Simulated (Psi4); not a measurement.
# Excited-state calculation of CH₄NSi

- system: CH₄NSi, multiplicity 2
- method: CIS/cc-pCVDZ, UHF (Psi4 1.11)

The geometry comes from this level: GFN2-xTB.

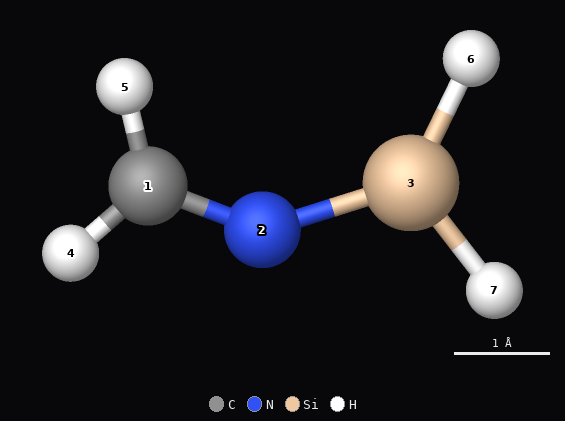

*The structure as given in the input (ball-and-stick view, seen on its broad side; atoms are numbered from 1 in the order of the input).*

Bond lengths as drawn: C–H 1.08 Å, C–N 1.30 Å, H–Si 1.45 to 1.46 Å and N–Si 1.64 Å.

## Input file (input.in)
```
memory 1600 mb

molecule m {
  0 2
  C     -1.243710    -0.210880    -0.669260
  N     -0.016440    -0.432190    -0.308170
  Si     1.178680     0.190460     0.630130
  H     -1.697610    -0.908750    -1.356980
  H     -1.844990     0.624540    -0.331550
  H      1.258060     1.367600     1.486690
  H      2.366000    -0.630770     0.549130
  symmetry c1
}

set {
  basis cc-pCVDZ
  reference uhf
  scf_type df
  tdscf_states 3
  tdscf_tda true
  print 2
  df_scf_guess false
}

energy('td-hf')
```

Launched with:
```bash
psi4 -n 1 input.in input.out
```

## What the program printed
```
Psi4 1.11 release

   => Loading Basis Set <=

    Name: CC-PCVDZ
    Role: ORBITAL
    Keyword: BASIS

         ---------------------------------------------------------
                                   SCF
                              UHF Reference
                        1 Threads,   1525 MiB Core
         ---------------------------------------------------------

  ==> Geometry <==

    Molecular point group: c1
    Full point group: C1

    Geometry (in Angstrom), charge = 0, multiplicity = 2:

       Center              X                  Y                   Z               Mass
    ------------   -----------------  -----------------  -----------------  -----------------
         C           -1.552325915385    -0.162649718522    -0.766355925999    12.000000000000
         N           -0.325055915385    -0.383959718522    -0.405265925999    14.003074004430
         SI           0.870064084615     0.238690281478     0.533034074001    27.976926534650
         H           -2.006225915385    -0.860519718522    -1.454075925999     1.007825032230
         H           -2.153605915385     0.672770281478    -0.428645925999     1.007825032230
         H            0.949444084615     1.415830281478     1.389594074001     1.007825032230
         H            2.057384084615    -0.582539718522     0.452034074001     1.007825032230

  Running in c1 symmetry.

  Rotational constants: A =      2.37700  B =      0.19223  C =      0.17785 [cm^-1]
  Rotational constants: A =  71260.75777  B =   5763.02597  C =   5331.83481 [MHz]
  Nuclear repulsion =   94.134155473035250

  Charge       = 0
  Multiplicity = 2
  Electrons    = 31
  Nalpha       = 16
  Nbeta        = 15

  ==> Algorithm <==

  SCF Algorithm Type is DF.
  DIIS enabled.
  MOM disabled.
  Fractional occupation disabled.
  Guess Type is SAD.
  Energy threshold   = 1.00e-06
  Density threshold  = 1.00e-06
  Integral threshold = 1.00e-12

  ==> Primary Basis <==

  -AO BASIS SET INFORMATION:
    Name                   = CC-PCVDZ
    Blend                  = CC-PCVDZ
    Total number of shells = 39
    Number of primitives   = 121
    Number of AO           = 87
    Number of SO           = 83
    Maximum AM             = 2
    Spherical Harmonics    = TRUE

  -Contraction Scheme:
    Atom   Type   All Primitives // Shells:
   ------ ------ --------------------------
       1     C     18s 5p 1d // 4s 3p 1d
       2     N     18s 5p 1d // 4s 3p 1d
       3    SI     35s 16p 2d // 5s 4p 2d
       4     H     4s 1p // 2s 1p
       5     H     4s 1p // 2s 1p
       6     H     4s 1p // 2s 1p
       7     H     4s 1p // 2s 1p

   => Loading Basis Set <=

    Name: (CC-PCVDZ AUX)
    Role: JKFIT
    Keyword: DF_BASIS_SCF

  ==> Integral Setup <==

  DFHelper Memory: AOs need 0.020 GiB; user supplied 1.118 GiB.
  SCF_SUBTYPE=INCORE selected. In-core MEM_DF algorithm will be used.
  Using in-core AOs.

  ==> MemDFJK: Density-Fitted J/K Matrices <==

    J tasked:                   Yes
    K tasked:                   Yes
    wK tasked:                   No
    Memory [MiB]:              1144
    Algorithm:                 Core
    Schwarz Cutoff:           1E-12
    Mask sparsity (%):       2.7000
    Fitting Condition:        1E-10

   => Auxiliary Basis Set <=

  -AO BASIS SET INFORMATION:
    Name                   = (CC-PCVDZ AUX)
    Blend                  = DEF2-UNIVERSAL-JKFIT
    Total number of shells = 112
    Number of primitives   = 141
    Number of AO           = 417
    Number of SO           = 352
    Maximum AM             = 4
    Spherical Harmonics    = TRUE

  -Contraction Scheme:
    Atom   Type   All Primitives // Shells:
   ------ ------ --------------------------
       1     C     14s 10p 6d 2f 1g // 10s 8p 5d 1f 1g
       2     N     14s 10p 6d 2f 1g // 10s 8p 4d 2f 1g
       3    SI     16s 12p 10d 4f 1g // 13s 11p 9d 4f 1g
       4     H     4s 2p 2d // 2s 2p 2d
       5     H     4s 2p 2d // 2s 2p 2d
       6     H     4s 2p 2d // 2s 2p 2d
       7     H     4s 2p 2d // 2s 2p 2d

  Minimum eigenvalue in the overlap matrix is 8.5311474470E-03.
  Reciprocal condition number of the overlap matrix is 1.9194540535E-03.
    Using symmetric orthogonalization.

  ==> Pre-Iterations <==

  SCF Guess: Superposition of Atomic Densities via on-the-fly atomic UHF (no occupation information).

   -------------------------
    Irrep   Nso     Nmo
   -------------------------
     A         83      83
   -------------------------
    Total      83      83
   -------------------------

  ==> Iterations <==

                           Total Energy        Delta E     RMS |[F,P]|

   @DF-UHF iter SAD:  -382.69362637366419   -3.82694e+02   0.00000e+00
   @DF-UHF iter   1:  -383.38821238657107   -6.94586e-01   5.06459e-03 DIIS/ADIIS
   @DF-UHF iter   2:  -383.44975093108400   -6.15385e-02   3.82935e-03 DIIS/ADIIS
   @DF-UHF iter   3:  -383.49804441654891   -4.82935e-02   6.67529e-04 DIIS/ADIIS
   @DF-UHF iter   4:  -383.50431563782558   -6.27122e-03   4.31267e-04 DIIS/ADIIS
   @DF-UHF iter   5:  -383.50781905180895   -3.50341e-03   2.97942e-04 DIIS/ADIIS
   @DF-UHF iter   6:  -383.51040522204124   -2.58617e-03   1.33686e-04 DIIS/ADIIS
   @DF-UHF iter   7:  -383.51079512874617   -3.89907e-04   5.58128e-05 DIIS
   @DF-UHF iter   8:  -383.51086145158439   -6.63228e-05   3.26100e-05 DIIS
   @DF-UHF iter   9:  -383.51089513504451   -3.36835e-05   1.85121e-05 DIIS
   @DF-UHF iter  10:  -383.51090638797336   -1.12529e-05   6.70800e-06 DIIS
   @DF-UHF iter  11:  -383.51090730104488   -9.13072e-07   2.63721e-06 DIIS
   @DF-UHF iter  12:  -383.51090742897969   -1.27935e-07   6.97961e-07 DIIS
  Energy and wave function converged.

  ==> Post-Iterations <==

   @Spin Contamination Metric:   2.100181470E-01
   @S^2 Expected:                7.500000000E-01
   @S^2 Observed:                9.600181470E-01
   @S   Expected:                5.000000000E-01
   @S   Observed:                5.000000000E-01

    Orbital Energies [Eh]
    ---------------------

    Alpha Occupied:

       1A    -68.793040     2A    -15.550878     3A    -11.287984
       4A     -6.142875     5A     -4.257296     6A     -4.248282
       7A     -4.246649     8A     -1.177403     9A     -0.876693
      10A     -0.716424    11A     -0.636175    12A     -0.592280
      13A     -0.497275    14A     -0.471387    15A     -0.378641
      16A     -0.271206

    Alpha Virtual:

      17A      0.140490    18A      0.143166    19A      0.174175
      20A      0.212978    21A      0.247440    22A      0.300712
      23A      0.354172    24A      0.394253    25A      0.430575
      26A      0.450354    27A      0.488862    28A      0.520355
      29A      0.574385    30A      0.588933    31A      0.624082
      32A      0.696628    33A      0.706506    34A      0.811769
      35A      0.818588    36A      0.893923    37A      0.937023
      38A      0.969205    39A      1.083546    40A      1.154722
      41A      1.197136    42A      1.202426    43A      1.247050
      44A      1.405877    45A      1.421573    46A      1.519775
      47A      1.669409    48A      1.691916    49A      1.724755
      50A      1.730621    51A      1.744008    52A      1.876548
      53A      1.934373    54A      1.953117    55A      1.970595
      56A      2.021984    57A      2.182313    58A      2.261906
      59A      2.362864    60A      2.415436    61A      2.571799
      62A      2.617598    63A      2.695433    64A      2.943980
      65A      3.009120    66A      3.227993    67A      6.941185
      68A      7.185555    69A      7.455224    70A     10.460573
      71A     10.466499    72A     10.468116    73A     10.494707
      74A     10.504861    75A     11.562613    76A     19.954285
      77A     22.544101    78A     23.567524    79A     23.607393
      80A     26.628795    81A     30.603720    82A     30.724112
      83A     31.247724

    Beta Occupied:

       1A    -68.786908     2A    -15.568921     3A    -11.271400
       4A     -6.135277     5A     -4.243624     6A     -4.242037
       7A     -4.233915     8A     -1.200801     9A     -0.848152
      10A     -0.695067    11A     -0.629113    12A     -0.591396
      13A     -0.500831    14A     -0.493889    15A     -0.401105

    Beta Virtual:

      16A      0.076525    17A      0.170710    18A      0.171176
      19A      0.198634    20A      0.222701    21A      0.254638
      22A      0.306774    23A      0.370358    24A      0.402931
      25A      0.440417    26A      0.518562    27A      0.532968
      28A      0.547048    29A      0.582810    30A      0.627505
      31A      0.643948    32A      0.726972    33A      0.786011
      34A      0.811206    35A      0.828224    36A      0.903783
      37A      0.950150    38A      0.978516    39A      1.083651
      40A      1.119272    41A      1.197793    42A      1.216800
      43A      1.240338    44A      1.404380    45A      1.444643
      46A      1.506305    47A      1.671893    48A      1.688641
      49A      1.730096    50A      1.734484    51A      1.755972
      52A      1.879028    53A      1.931025    54A      1.956642
      55A      1.968004    56A      2.029410    57A      2.179937
      58A      2.250135    59A      2.347602    60A      2.407106
      61A      2.572601    62A      2.600053    63A      2.696355
      64A      2.944830    65A      2.997440    66A      3.224733
      67A      6.965930    68A      7.191053    69A      7.460508
      70A     10.464775    71A     10.471511    72A     10.472337
      73A     10.495792    74A     10.506104    75A     11.572812
      76A     19.966563    77A     22.564893    78A     23.571158
      79A     23.611269    80A     26.615717    81A     30.583576
      82A     30.719091    83A     31.243412

    Final Occupation by Irrep:
              A
    DOCC [    15 ]
    SOCC [     1 ]
    NA   [    16 ]
    NB   [    15 ]

  @DF-UHF Final Energy:  -383.51090742897969

   => Energetics <=

    Nuclear Repulsion Energy =             94.1341554730352499
    One-Electron Energy =                -715.3031794051403267
    Two-Electron Energy =                 237.6581165031254272
    Total Energy =                       -383.5109074289796922

  UHF NO Occupations:
  HONO-2 :   14  A 1.9947265
  HONO-1 :   15  A 1.8996155
  HONO-0 :   16  A 1.0000000
  LUNO+0 :   17  A 0.1003845
  LUNO+1 :   18  A 0.0052735
  LUNO+2 :   19  A 0.0016445
  LUNO+3 :   20  A 0.0010991

Computation Completed

Properties will be evaluated at   0.000000,   0.000000,   0.000000 [a0]

Properties computed using the SCF density matrix

 Multipole Moments:

 ------------------------------------------------------------------------------------
     Multipole            Electronic (a.u.)      Nuclear  (a.u.)        Total (a.u.)
 ------------------------------------------------------------------------------------

 L = 1.  Multiply by 2.5417464519 to convert [e a0] to [Debye]
 Dipole X            :          0.7038086           -1.0609931           -0.3571845
 Dipole Y            :         -0.2084431            0.6114941            0.4030510
 Dipole Z            :          0.1567635           -0.0257262            0.1310373
 Magnitude           :                                                    0.5542578

 ------------------------------------------------------------------------------------

	total time  =          2 seconds =       0.03 minutes

******************************************************************************************
**********                               WARNING                                **********
**********       The names of excited state variables changed between 1.5       **********
**********     and 1.6. For a quick solution, remove the symmetry specifier     **********
**********   from the variable name. For full details, see 'Notes on Psivars'   **********
**********                        in the documentation.                         **********
******************************************************************************************

         ---------------------------------------------------------
                         TDSCF excitation energies
         ---------------------------------------------------------

  ==> Options <==

     Residual threshold  : 1.0000e-04
     Initial guess       : denominators
     Reference           : UHF
     Solver type         : TDA (Davidson)

  ==> Requested Excitations <==

      3 singlet states with A symmetry

  ==> Seeking the lowest 3 singlet states with A symmetry

                         Generalized Davidson Solver

  ==> Options <==

    Max number of iterations        = 60
    Eigenvector tolerance           = 1.0000e-04
    Max number of expansion vectors = 600

  => Iterations <=
                           Max[D[value]]     Max[|R|]   # vectors
  DavidsonSolver iter   1:   1.84075e-01  1.41197e-01     12
  DavidsonSolver iter   2:   3.69693e-02  4.48856e-02     15
  DavidsonSolver iter   3:   1.62948e-03  1.64288e-02     18
  DavidsonSolver iter   4:   4.10460e-04  1.03219e-02     21
  DavidsonSolver iter   5:   1.28942e-04  4.55342e-03     24
  DavidsonSolver iter   6:   2.24993e-05  1.72334e-03     27
  DavidsonSolver iter   7:   2.90101e-06  8.89600e-04     30
  DavidsonSolver iter   8:   2.89302e-07  2.67043e-04     33
  DavidsonSolver iter   9:   1.90330e-08  6.96651e-05     35      Converged

******************************************************************************************
**********                               WARNING                                **********
**********  Length-gauge rotatory strengths are **NOT** gauge-origin invariant  **********
******************************************************************************************

                                    Excitation Energy         Total Energy        Oscillator Strength             Rotatory Strength
     #   Sym: GS->ES (Trans)        au              eV              au          au (length)    au (velocity)    au (length)    au (velocity)
    ---- -------------------- --------------- --------------- --------------- --------------- --------------- --------------- ---------------
     1        A->A (1 A)       0.13743         3.73956        -383.37348       0.0016          0.0000          0.0040          0.0020
     2        A->A (1 A)       0.16440         4.47364        -383.34650       0.0610          0.0024          0.0002         -0.0004
     3        A->A (1 A)       0.17154         4.66793        -383.33936       0.2089          0.0585         -0.0039         -0.0015

Contributing excitations
Only contributions with abs(coeff) > 1.00e-01 will be printed:

Excited State    1 (1 A):   0.13743 au   331.55 nm f = 0.0016
Alpha orbitals:
  Sums of squares: Xssq =  9.804282e-01
     11a (a) ->  18a (a)    0.146196 ( 2.137%)
     13a (a) ->  18a (a)    0.131830 ( 1.738%)
     15a (a) ->  18a (a)   -0.941744 (88.688%)
Beta orbitals:
  Sums of squares: Xssq =  1.957176e-02
     15a (b) ->  18a (b)   -0.123862 ( 1.534%)

Excited State    2 (1 A):   0.16440 au   277.14 nm f = 0.0610
Alpha orbitals:
  Sums of squares: Xssq =  9.743074e-01
     14a (a) ->  17a (a)   -0.104169 ( 1.085%)
     16a (a) ->  17a (a)    0.964610 (93.047%)
Beta orbitals:
  Sums of squares: Xssq =  2.569260e-02

Excited State    3 (1 A):   0.17154 au   265.61 nm f = 0.2089
Alpha orbitals:
  Sums of squares: Xssq =  9.696239e-01
     14a (a) ->  18a (a)   -0.104451 ( 1.091%)
     16a (a) ->  18a (a)   -0.966671 (93.445%)
Beta orbitals:
  Sums of squares: Xssq =  3.037610e-02
     14a (b) ->  16a (b)    0.125204 ( 1.568%)

******************************************************************************************
**********                               WARNING                                **********
**********       The names of excited state variables changed between 1.5       **********
**********     and 1.6. For a quick solution, remove the symmetry specifier     **********
**********   from the variable name. For full details, see 'Notes on Psivars'   **********
**********                        in the documentation.                         **********
******************************************************************************************

    Psi4 run time: 0:00:02.16
```

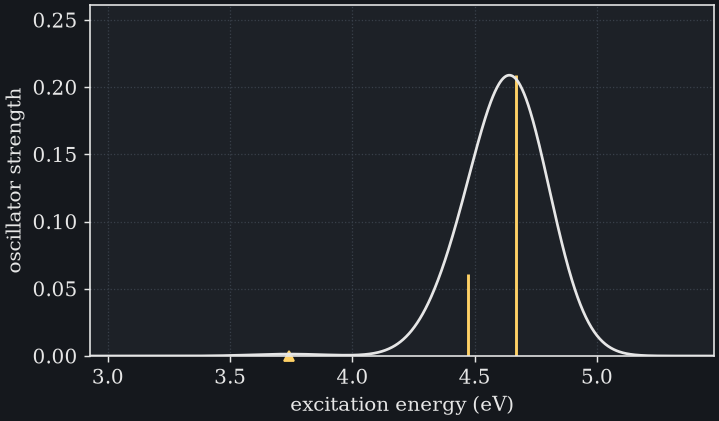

*Computed excitations as sticks (degenerate states added up, dark ones marked on the axis), with a Gaussian envelope of 0.35 eV full width at half maximum, scaled to the tallest.*

Of the 3 states the lowest lies at 3.74 eV (f = 0.002); the strongest line is at 4.67 eV, or 266 nm (f = 0.209).

## Summary

- outcome: converged
- total energy: −383.510907 hartree
- basis functions: 83
- ⟨S²⟩: 0.960
- lowest excitation: 3.74 eV
- hardware: 1 thread of Intel Xeon (Sapphire Rapids), 64 GiB of memory available, shared host
- wall time: 3.3 s
- peak memory: 0.28 GiB

## Notes

Settings chosen away from the usual ones: print set to 2; df_scf_guess set to false. The record of the run, not the program, notes: spin contaminated. ⟨S²⟩ is 0.96 against 0.75 for a pure state: the solution is spin-contaminated.
